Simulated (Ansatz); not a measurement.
```
Mg Zn S
1.0
    -0.00010    3.63785    0.00000
     0.00003   -0.00001   10.27724
     3.63782   -0.00010    0.00001
Mg Zn S
3 1 4
Direct
  0.50158 0.75290 0.49486
  0.00156 0.50000 0.99497
  0.50159 0.24710 0.49486
  0.00000 0.00000 0.00028
  0.00163 0.24528 0.99467
  0.50159 0.00000 0.49476
  0.00163 0.75472 0.99467
  0.50156 0.50000 0.49494
```

Space group Pm; a structure from a database of computed crystals, not necessarily the ambient phase; started from the Ca3CdO4-123 prototype, which need not be the ambient phase; changed on purpose from its base cell (shaken).

These are results of DFT, PBEsol, plane waves, PAW (Ansatz 0.2.0), not measurements.

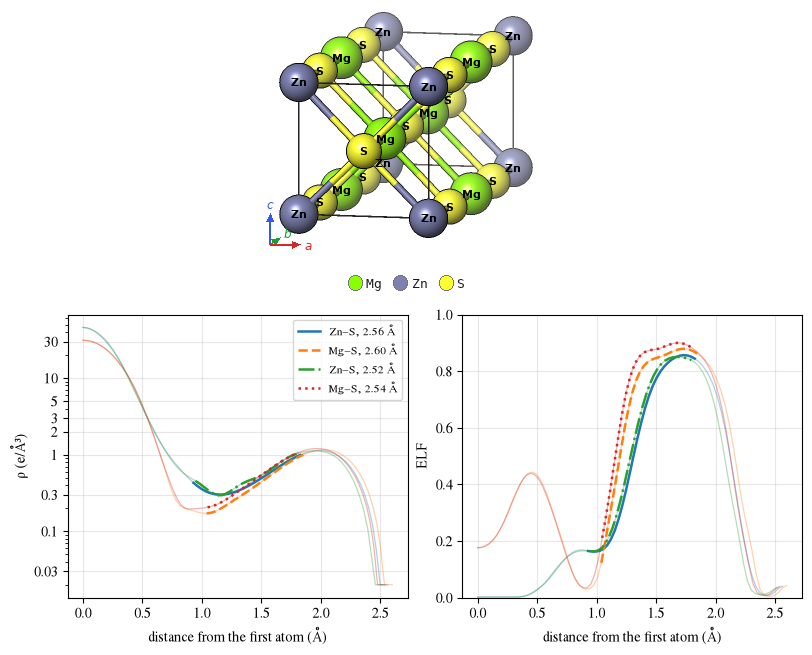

Mg3ZnS4. Valence pseudo-density and ELF along straight lines between neighbouring atoms. Thin, pale parts lie inside the atomic spheres. The structure is drawn too.

The density is the valence pseudo-density of a PAW calculation; it isn't the true density close to the nuclei.

> What can be read from the curves?

Zn–S (2.56 Å): ρ is about 0.33 e/Å³ halfway; the ELF peaks at about 0.85 in the valence shell of S, 0.8 Å from its nucleus, and drops to about 0.15 between the two atoms.
Mg–S (2.60 Å): ρ is about 0.27 e/Å³ halfway; the ELF peaks at about 0.90 in the valence shell of S, 0.9 Å from its nucleus, and falls to about 0 next to Mg (a largely ionic contact).
Zn–S (2.52 Å): ρ at the midpoint is about 0.35 e/Å³, with its minimum of 0.29 e/Å³ about 1.1 Å from Zn; the ELF peaks at about 0.85 in the valence shell of S, 0.9 Å from its nucleus, and is about 0.45 at the midpoint.
Mg–S (2.54 Å): the density is about 0.3 e/Å³ at the midpoint; the ELF peaks at about 0.90 in the valence shell of S, 0.9 Å from its nucleus, and falls to about 0.05 next to Mg (an ionic contact with no shared pair).
